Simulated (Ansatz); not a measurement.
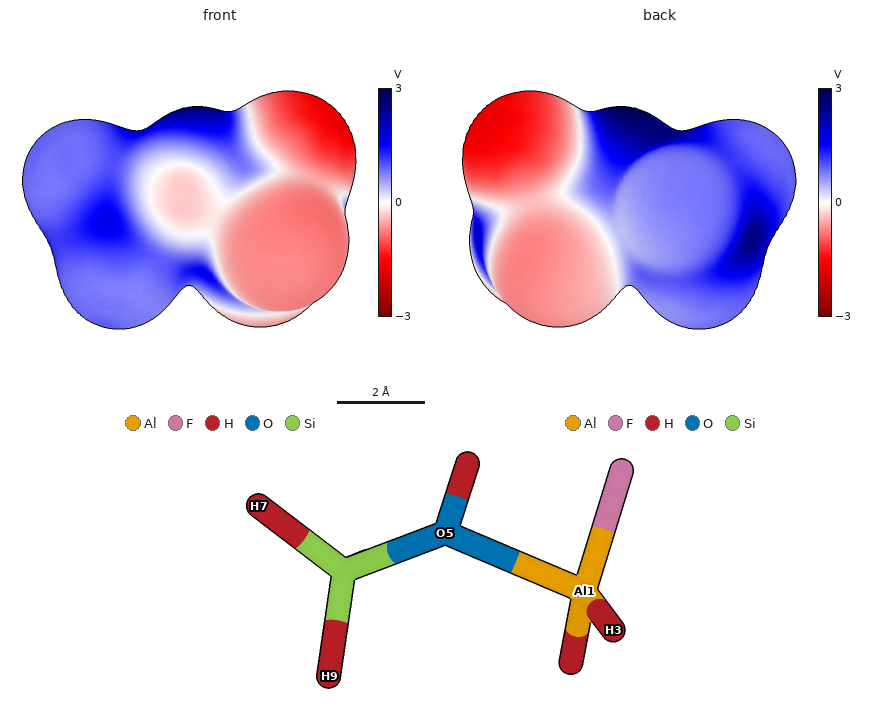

*AlFH6OSi. The molecular electrostatic potential painted on the density surface at 0.002 e/bohr³, seen from the front and from behind; the colour scale runs from red (negative) to blue (positive). The bare structure is drawn below in the same view.*

Theory: RKS PBE-D4/cc-pVDZ in Ansatz.

```xyz
10

Al   -0.0515   -0.0014    0.1057
F     0.0596    0.1521    1.8408
H     1.2012    0.5767   -0.7085
H    -1.5508   -0.0783   -0.4810
O     0.3276   -1.9851    0.4315
Si   -0.7353   -3.2918   -0.0700
H    -0.1060   -4.5679    0.4180
H    -2.1028   -3.0960    0.5219
H    -0.7359   -3.1935   -1.5644
H     0.4308   -1.8828    1.4110
```

> Which sites attract a positive test charge, and which a negative one?

A positive charge is drawn to the negative regions and a negative charge to the positive ones. The most negative region (about −1.7 V) lies over F2, the most positive (about +2.8 V) over H10.
